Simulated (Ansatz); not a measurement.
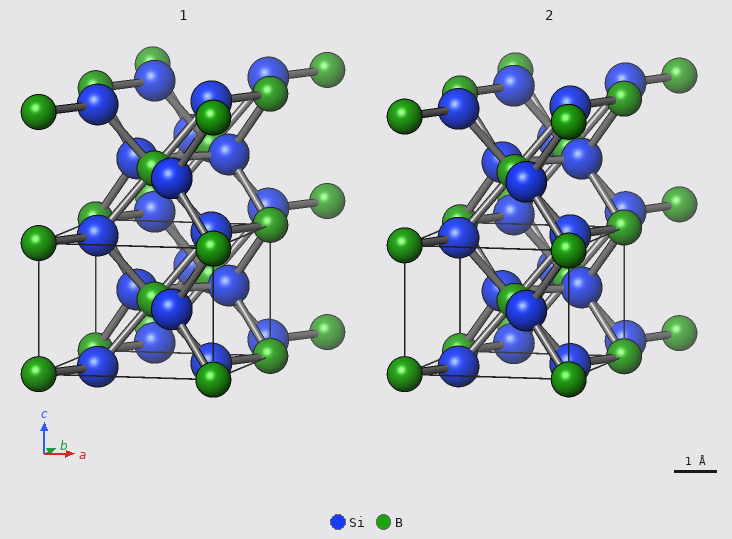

Two geometries of crystalline Si2B (built on the marcasite_58 type) (coarse preliminary run), drawn at one scale. One is the start of a relaxation, the other its converged end. Style: ball-and-stick. Shown: the cell of the calculation, repeated 1 × 2 × 2 with one cell outlined, slightly off an axis.

Method: Ansatz, DFT PBE, scalar-relativistic, plane waves, PAW. Set-up: plane-wave cutoff 420 eV; k-point mesh 4 × 4 × 6; occupations gaussian; smearing width 0.1 eV; no spin polarisation; cell and atoms relaxed; force threshold 0.04 eV/Å; at most 70 steps.

**Which geometry has the lower energy?**

Structure 1 is the relaxed one. Case: marcasite type (Pnnm, No. 58). The energy falls by 222 meV per atom in 5 accepted moves (6 points after the start). Largest force component: 3.3 eV/Å at the start, 0.0098 eV/Å at the end. Pressure: 24.27 GPa at the start and 0.14 GPa at the end. The SCF was repeated once at an unchanged geometry on a basis and grid sized afresh for the cell, which shifted the energy by 1.4 meV per atom at most. The largest moves relative to the cell, 0.11 Å, are those of Si atoms. B stays in place. The volume changes by +11.6 %, with a 4.144 → 4.412 Å (+6.5 %), b 5.058 → 5.209 Å (+3.0 %), c 3.158 → 3.214 Å (+1.8 %). Near-neighbour distances that change, for instance: Si–Si 2.065 → 2.385 Å, B–Si 2.100 → 2.149 Å, B–Si 2.088 → 2.133 Å. Bond angles that change, for instance: Si–Si–B 103.0° → 99.2°, B–Si–B 120.2° → 123.6°. The space group stays Pnnm (No. 58).

Limits of the set-up: the k-point mesh is coarse for a cell with partly filled bands.
